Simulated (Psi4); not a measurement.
# r2SCAN/def2-TZVPD (density fitting, core potential, sweep point 4) run of CH3InO (In(CO)H3)

Aim: the vertical ionisation energy of CH3InO (In(CO)H3) at r2SCAN/def2-TZVPD (density fitting, core potential, sweep point 4), from 2 runs. 

The calculation is run with Psi4 1.11.

## Step 1: The molecule

CH3InO: 6 atoms, total charge 0, spin state singlet. As SMILES, `[H][In]([H])([H])<-[C-]#[O+]`. The shape comes from GFN1-xTB, which is rough for such elements, and wasn't checked as a minimum.

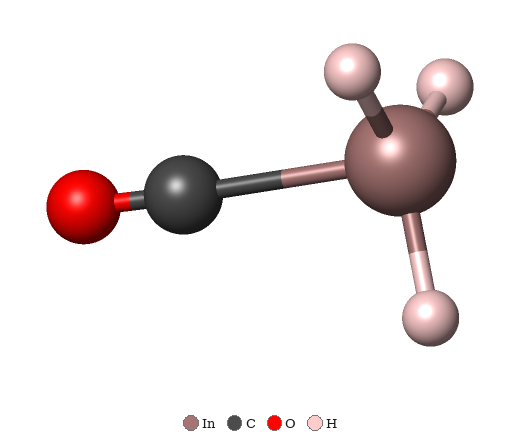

Viewed from a chosen angle; indium brown, carbon dark grey, oxygen red, hydrogen pink.

## Step 2: A single-point energy at r2SCAN/def2-TZVPD (density fitting, core potential, sweep point 4)

input.in reads:

```
memory 1600 MB

molecule {
  0 1
  In    -0.014220    -0.000860    -0.949190
  C      0.011440     0.017450     1.491920
  O      0.045080    -0.004700     2.611200
  H      1.683720     0.000680    -1.058710
  H     -0.869060     1.463800    -1.072380
  H     -0.856960    -1.476380    -1.022840
  symmetry c1
}

set basis def2-TZVPD
set reference rks
set puream true
set scf_type df
set dft_radial_points 99
set dft_spherical_points 590

energy('r2scan')
print_variables()
```

Launch:

```console
psi4 -i input.in -o input.out -n 1
```

input.out:

```text
[...]
    !!!  WARNING: ECP capability is in beta. Please check occupations closely.  !!!
[...]
  Running in c1 symmetry.
[...]
  Nuclear repulsion =  101.357920285658309
[...]
  Multiplicity = 1
[...]
  Nalpha       = 19
  Nbeta        = 19
[...]
    Number of basis functions: 160
[...]
   @DF-RKS iter   1:  -305.02192130695937   -9.41399e-01   4.44496e-03 ADIIS/DIIS
[...]
   @DF-RKS iter   9:  -305.26854647037965   -5.44811e-08   2.02321e-07 DIIS
[...]
    Orbital Energies [Eh]
    ---------------------
    Doubly Occupied:
       1A    -19.102250     2A    -10.199427     3A     -4.594643
       4A     -3.003110     5A     -2.992936     6A     -2.992909
       7A     -1.173956     8A     -0.702688     9A     -0.692753
      10A     -0.692734    11A     -0.690759    12A     -0.690713
      13A     -0.582060    14A     -0.489617    15A     -0.489588
      16A     -0.456942    17A     -0.351401    18A     -0.261246
      19A     -0.261152
[...]
  @DF-RKS Final Energy:  -305.26854647037965
   => Energetics <=
    Nuclear Repulsion Energy =            101.3579202856583095
    One-Electron Energy =                -692.1349434392644753
    Two-Electron Energy =                 317.2367152274615592
    DFT Exchange-Correlation Energy =     -31.7282385442350794
    Empirical Dispersion Energy =           0.0000000000000000
    VV10 Nonlocal Energy =                  0.0000000000000000
    Total Energy =                       -305.2685464703796470
[...]
 Multipole Moments:
 ------------------------------------------------------------------------------------
     Multipole            Electronic (a.u.)      Nuclear  (a.u.)        Total (a.u.)
 ------------------------------------------------------------------------------------
 L = 1.  Multiply by 2.5417464519 to convert [e a0] to [Debye]
 Dipole X            :         -0.5639306            0.5696358            0.0057052
 Dipole Y            :         -0.0510280            0.0586625            0.0076345
 Dipole Z            :        -37.9687321           38.6363226            0.6675905
 Magnitude           :                                                    0.6676585
[...]
```

Wall time 48 s (1 thread of Intel Xeon Platinum 8488C (Sapphire Rapids), shared host); peak memory 1.4 GiB.

## Step 3: The doublet cation at the same level

input.dat reads:

```
memory 1600 mb

molecule system {
  1 2
  In    -0.014220    -0.000860    -0.949190
  C      0.011440     0.017450     1.491920
  O      0.045080    -0.004700     2.611200
  H      1.683720     0.000680    -1.058710
  H     -0.869060     1.463800    -1.072380
  H     -0.856960    -1.476380    -1.022840
  symmetry c1
}

set globals {
  basis def2-TZVPD
  reference uks
  puream true
  scf_type df
  dft_radial_points 99
  dft_spherical_points 590
  maxiter 150
}

energy("r2scan")
```

Launch:

```console
psi4 -i input.dat -o output.dat -n 1
```

output.dat:

```text
[...]
    !!!  WARNING: ECP capability is in beta. Please check occupations closely.  !!!
[...]
  Running in c1 symmetry.
[...]
  Nuclear repulsion =  101.357920285658309
[...]
  Multiplicity = 2
[...]
  Nalpha       = 19
  Nbeta        = 18
[...]
    Number of basis functions: 160
[...]
   @DF-UKS iter   1:  -304.73835930364362   -6.57837e-01   3.89678e-03 ADIIS/DIIS
[...]
   @DF-UKS iter  24:  -304.89782908990492   -1.93371e-08   6.57969e-07 DIIS
[...]
   @S^2 Observed:                7.640732247E-01
[...]
    Orbital Energies [Eh]
    ---------------------
    Alpha Occupied:
       1A    -19.278731     2A    -10.378118     3A     -4.859890
       4A     -3.265458     5A     -3.263345     6A     -3.255707
       7A     -1.344233     8A     -0.971259     9A     -0.960523
      10A     -0.958538    11A     -0.955993    12A     -0.949083
      13A     -0.752847    14A     -0.688098    15A     -0.658546
      16A     -0.657603    17A     -0.594492    18A     -0.549425
      19A     -0.503152
    Alpha Virtual:
      20A     -0.288301    21A     -0.284190    22A     -0.238995
      23A     -0.204391    24A     -0.145214    25A     -0.144179
[...]
  @DF-UKS Final Energy:  -304.89782908990492
   => Energetics <=
    Nuclear Repulsion Energy =            101.3579202856583095
    One-Electron Energy =                -683.3752509434206104
    Two-Electron Energy =                 308.5682305157360474
    DFT Exchange-Correlation Energy =     -31.4487289478787133
    Empirical Dispersion Energy =           0.0000000000000000
    VV10 Nonlocal Energy =                  0.0000000000000000
    Total Energy =                       -304.8978290899049171
[...]
 Multipole Moments:
 ------------------------------------------------------------------------------------
     Multipole            Electronic (a.u.)      Nuclear  (a.u.)        Total (a.u.)
 ------------------------------------------------------------------------------------
 L = 1.  Multiply by 2.5417464519 to convert [e a0] to [Debye]
 Dipole X            :         -0.8067753            0.5696358           -0.2371395
 Dipole Y            :         -0.4810328            0.0586625           -0.4223703
 Dipole Z            :        -38.5726435           38.6363226            0.0636791
 Magnitude           :                                                    0.4885559
[...]
```

Wall time 2.9 min (1 thread of Intel Xeon Platinum 8488C (Sapphire Rapids), shared host); peak memory 1.4 GiB.

## Step 4: Outcome

At r2SCAN/def2-TZVPD (density fitting, core potential, sweep point 4):

```
                                          quantity          value
                      singlet CH3InO: total energy  -305.26855 Eh
                     singlet CH3InO: dipole moment         1.70 D
                       singlet CH3InO: HOMO energy       -7.11 eV
                       singlet CH3InO: LUMO energy       -2.85 eV
                     singlet CH3InO: HOMO–LUMO gap        4.26 eV
                      doublet cation: total energy  -304.89783 Eh
doublet cation: HOMO energy (highest over α and β)      -13.12 eV
 doublet cation: LUMO energy (lowest over α and β)      -12.94 eV
                              doublet cation: ⟨S²⟩          0.764
vertical ionisation energy (to the doublet cation)      10.088 eV
```

Removing an electron at fixed nuclei costs 10.09 eV (233 kcal/mol). −ε(HOMO) before ionisation, 7.11 eV, is 2.98 eV below this ionisation energy.
